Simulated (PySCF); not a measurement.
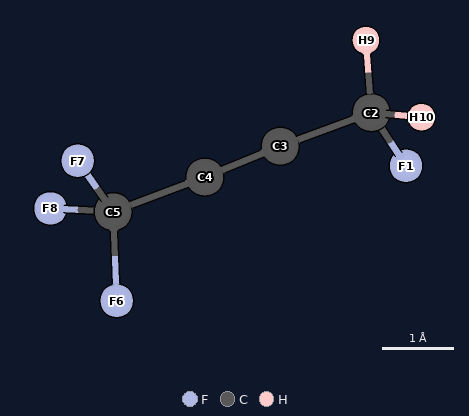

*The input geometry (ball-and-stick view, seen at a tilt; atoms are numbered from 1 in the order of the input).*

Bond lengths as drawn: C–C 1.20 to 1.46 Å, C–F 1.34 to 1.37 Å and C–H 1.10 Å.

# NMR shielding calculation of C4H2F4

C4H2F4, SMILES FCC#CC(F)(F)F, computed with GIAO PBE0/pcSseg-1 NMR shielding, non-relativistic, gas phase (PySCF 2.14.0).

The geometry comes from this level: GFN2-xTB. It belongs to a series of runs on one base structure; here: H on C replaced by CH2F. Figures and captions count atoms from 1; the log counts them from 0 in places.

**The program's output**
```
coarse grid: 9928 points
cycle   1  E = -552.0758227550  dE =  1.372e+00  |g| = 9.982e-01  |ddm| = 3.290e+00
cycle   2  E = -551.9125193590  dE =  1.633e-01  |g| = 1.474e+00  |ddm| = 1.967e+00
cycle   3  E = -552.2407147965  dE = -3.282e-01  |g| = 1.273e-01  |ddm| = 1.166e+00
cycle   4  E = -552.2419023571  dE = -1.188e-03  |g| = 1.040e-01  |ddm| = 1.556e-01
cycle   5  E = -552.2444201719  dE = -2.518e-03  |g| = 2.163e-02  |ddm| = 7.230e-02
cycle   6  E = -552.2445208735  dE = -1.007e-04  |g| = 3.020e-03  |ddm| = 2.382e-02
cycle   7  E = -552.2445225713  dE = -1.698e-06  |g| = 9.454e-04  |ddm| = 3.600e-03
final grid: 101992 points
cycle   8  E = -552.3172933242  dE = -3.968e-05  |g| = 6.740e-03  |ddm| = 5.175e-02
cycle   9  E = -552.3172877542  dE =  5.570e-06  |g| = 9.371e-03  |ddm| = 1.477e-02
cycle  10  E = -552.3173020646  dE = -1.431e-05  |g| = 7.148e-04  |ddm| = 7.959e-03
cycle  11  E = -552.3173021528  dE = -8.819e-08  |g| = 2.447e-04  |ddm| = 8.780e-04
cycle  12  E = -552.3173021565  dE = -3.660e-09  |g| = 1.941e-04  |ddm| = 2.550e-04
cycle  13  E = -552.3173021651  dE = -8.596e-09  |g| = 2.940e-05  |ddm| = 1.362e-04
cycle  14  E = -552.3173021652  dE = -1.839e-10  |g| = 7.109e-06  |ddm| = 2.671e-05
```

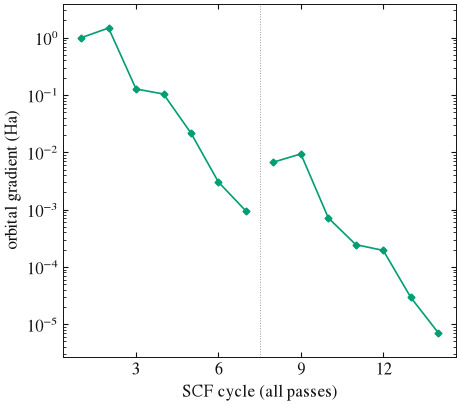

*Convergence of the self-consistent field: orbital gradient against the SCF cycle. The dotted line marks the change from a coarse to the final integration grid.*

The first 7 cycles use a coarse grid, the final grid takes over at cycle 8, and the field converges after 14 cycles in all.

```
converged SCF energy = -552.3173021652

GIAO shielding tensors (ppm)
atom      isotropic    diamagn.    paramagn.     s11        s22        s33       span
  0 F      427.439     471.837     -44.398    395.492    413.954    472.872     77.379
  1 C      114.810     242.585    -127.775     85.522     89.819    169.089     83.567
  2 C       97.157     263.076    -165.919     12.367     16.541    262.564    250.197
  3 C      102.268     254.760    -152.492     24.502     29.548    252.756    228.254
  4 C       63.508     244.566    -181.058     54.705     67.393     68.426     13.721
  5 F      235.394     473.326    -237.932    147.492    219.895    338.796    191.304
  6 F      233.933     472.600    -238.667    145.540    215.293    340.966    195.426
  7 F      235.652     472.999    -237.347    147.740    220.382    338.835    191.095
  8 H       26.253      26.450      -0.197     21.711     26.661     30.388      8.677
  9 H       26.255      26.606      -0.351     21.719     26.653     30.395      8.676
```

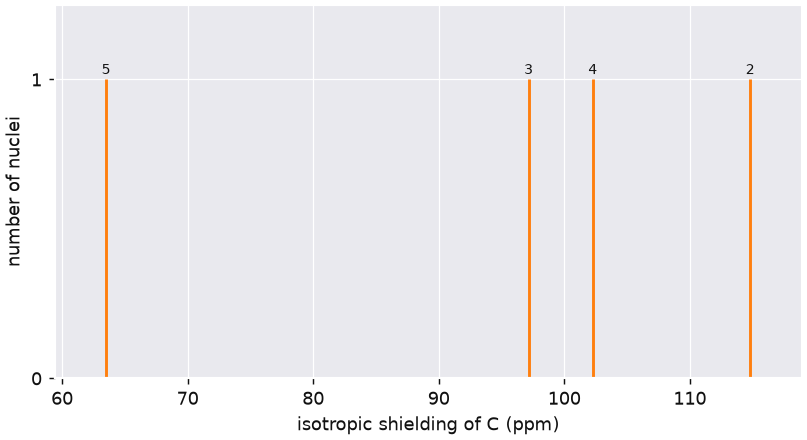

*Isotropic shieldings of the carbon nuclei in this fixed geometry, labelled by atom number; shielding grows to the right, so chemical shift grows to the left.*

The least shielded is C5 (63.5 ppm), the most shielded C2 (114.8 ppm).

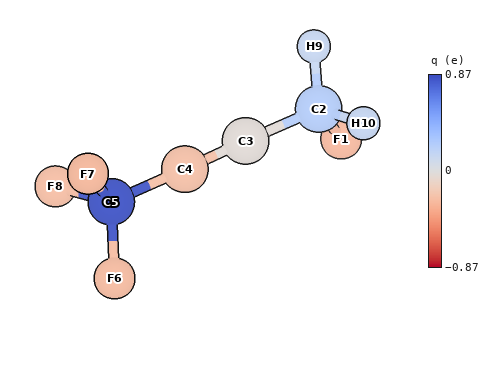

*Mulliken charges, as the colour of each atom (ball-and-stick view, seen at a tilt; atoms are numbered from 1 in the order of the input).*

By element: F −0.32 to −0.26, C −0.24 to +0.83 and H +0.15 e.

This output came from the following input.

**Input file**
```
{"job": {"kind": "nmr", "xc": "PBE0", "basis": "pcSseg-1"}, "charge": 0, "multiplicity": 1}
F      2.647246     0.457066    -0.657175
C      2.058506     0.087929     0.523019
C      0.620174     0.013381     0.383160
C     -0.565581    -0.028118     0.209131
C     -2.012596    -0.099446     0.055140
F     -2.376451    -0.991380    -0.876232
F     -2.613114    -0.462614     1.199592
F     -2.540344     1.078559    -0.303908
H      2.326348     0.842290     1.273360
H      2.464695    -0.893013     0.800147
```

The first line tells a small driver script what to run in PySCF; the rest is the geometry in Å.

Launch command:
```bash
OMP_NUM_THREADS=1 python <driver script> task.json out
```

**Results in brief**

| quantity | value |
| --- | --- |
| outcome | converged |
| total energy | −552.317302 hartree |
| HOMO | −9.07 eV |
| LUMO | −0.91 eV |
| dipole moment | 2.76 D |
| isotropic shielding, F | 233.9 to 427.4 ppm |
| isotropic shielding, C | 63.5 to 114.8 ppm |
| isotropic shielding, H | 26.3 ppm |
| hardware | 1 CPU thread, shared host |
| wall time | 32 s |
| peak memory | 0.7 GiB |
